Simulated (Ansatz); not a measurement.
Reaction (SMILES): N (NH3) → [NH2-] + H+
B3LYP-D3(BJ)/def2-TZVP geometries, fixed; electronic energies without zero-point terms.

Basis-set convergence of the deprotonation energy at HF with Ansatz (a program for electronic structure). All functions are spherical. No added dispersion term, no relativity. Functions are those of the species that has most. Reference: the value in aug-pcseg-3, 422.10 kcal/mol, itself unsure by roughly 0.74 kcal/mol (its mean distance from aug-cc-pVQZ, def2-QZVPPD). Deviations are taken from unrounded values.

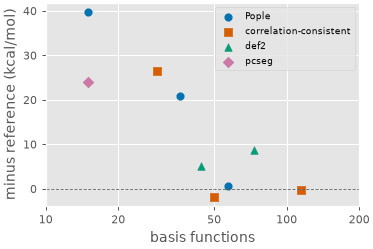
Fig. 1. Deviation from the reference against the number of basis functions, by family of sets.

```json
[
 {"basis": "3-21G", "functions": "15", "deprotonation energy (kcal/mol)": "461.82", "minus reference (kcal/mol)": "39.73"},
 {"basis": "pcseg-0", "functions": "15", "deprotonation energy (kcal/mol)": "446.08", "minus reference (kcal/mol)": "23.98"},
 {"basis": "cc-pVDZ", "functions": "29", "deprotonation energy (kcal/mol)": "448.58", "minus reference (kcal/mol)": "26.48"},
 {"basis": "6-311G**", "functions": "36", "deprotonation energy (kcal/mol)": "442.84", "minus reference (kcal/mol)": "20.74"},
 {"basis": "def2-SVPD", "functions": "44", "deprotonation energy (kcal/mol)": "427.26", "minus reference (kcal/mol)": "5.17"},
 {"basis": "aug-cc-pVDZ", "functions": "50", "deprotonation energy (kcal/mol)": "420.28", "minus reference (kcal/mol)": "-1.81"},
 {"basis": "6-311++G(2d,2p)", "functions": "57", "deprotonation energy (kcal/mol)": "422.64", "minus reference (kcal/mol)": "0.54"},
 {"basis": "def2-TZVPP", "functions": "73", "deprotonation energy (kcal/mol)": "430.81", "minus reference (kcal/mol)": "8.71"},
 {"basis": "aug-cc-pVTZ", "functions": "115", "deprotonation energy (kcal/mol)": "421.89", "minus reference (kcal/mol)": "-0.20"}
]
```
